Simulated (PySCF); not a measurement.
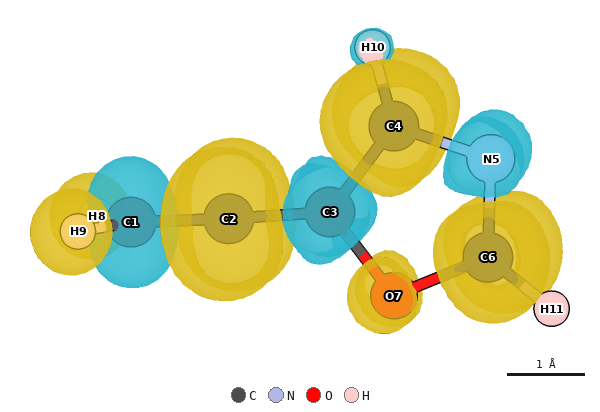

Figure 1: C5H4NO (SMILES C=[C]c1cnco1) (doublet). Isosurfaces of the spin density (α minus β) at +0.015 (yellow) and −0.015 e/Å³ (cyan), seen across its widest extent.

Geometry: GFN2-xTB.

Method: UKS B3LYP, pcH-1 on C H N O, non-relativistic, mean-field spin-orbit, GIAO (PySCF 2.14.0, density-fitted response routines).

```xyz
11

C    -2.4962   -0.4670   -0.0811
C    -1.2230   -0.2746   -0.0449
C     0.0942   -0.0337   -0.0041
C     0.8171    1.1825    0.0962
N     2.1304    0.9045    0.1008
C     2.2220   -0.3868    0.0115
O     1.0425   -1.0311   -0.0567
H    -3.0542   -0.4900   -1.0090
H    -3.0855   -0.6175    0.8150
H     0.4330    2.1780    0.1591
H     3.1251   -0.9616   -0.0128
```

Which atoms carry the spin?

Answer. The unpaired spin (1 electron) lies mostly on C2 (about 0.4), C4 (about 0.3) and C6 (about 0.2), in electrons by Hirshfeld's partition.
